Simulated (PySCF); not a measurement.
```xyz
14

C    -1.3845    0.7555   -0.3365
C    -0.2676    0.1102    0.4767
C    -0.3189   -1.4132    0.4001
O     0.9786    0.5666   -0.0526
B     2.0897    0.6930    0.6400
F     2.1303    0.4126    1.9489
H    -2.3517    0.4458    0.0493
H    -1.3111    1.8384   -0.2813
H    -1.3020    0.4556   -1.3780
H    -0.3430    0.4213    1.5272
H     0.4818   -1.8428    0.9972
H    -1.2723   -1.7721    0.7775
H    -0.1984   -1.7371   -0.6309
H     3.0684    1.0657    0.1202
```

Geometry: GFN2-xTB.

These are results of CAM-B3LYP/def2-SVPD, SCF density, gas phase in PySCF, not measurements.

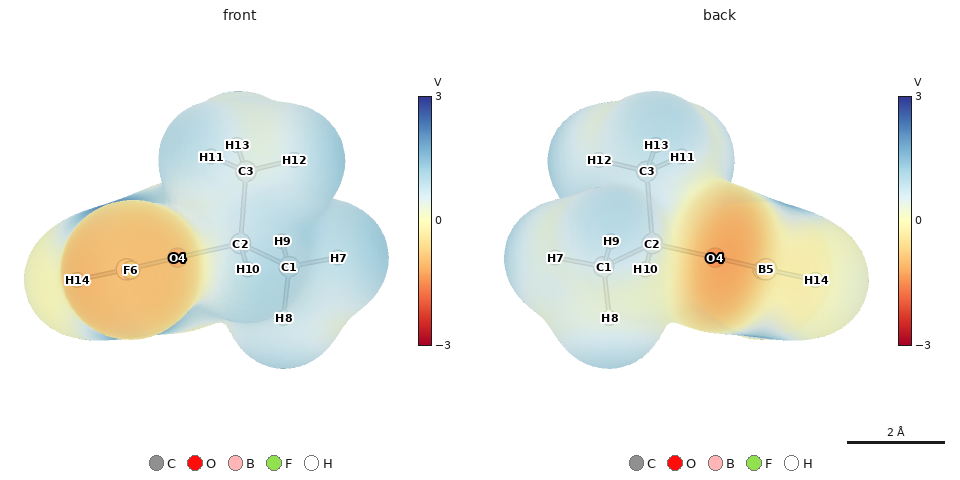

C₃H₈BFO (SMILES CC(C)OBF). The molecular electrostatic potential painted on the density surface at 0.004 e/bohr³, seen from the front and from behind; the colour scale runs from red (negative) to blue (positive).

**Which sites attract a positive test charge, and which a negative one?**

A positive charge is drawn to the negative regions and a negative charge to the positive ones. The most negative region (about −1.2 V) lies over O4, the most positive (about +2.1 V) over B5. O4 is the likeliest acceptor of a hydrogen bond.
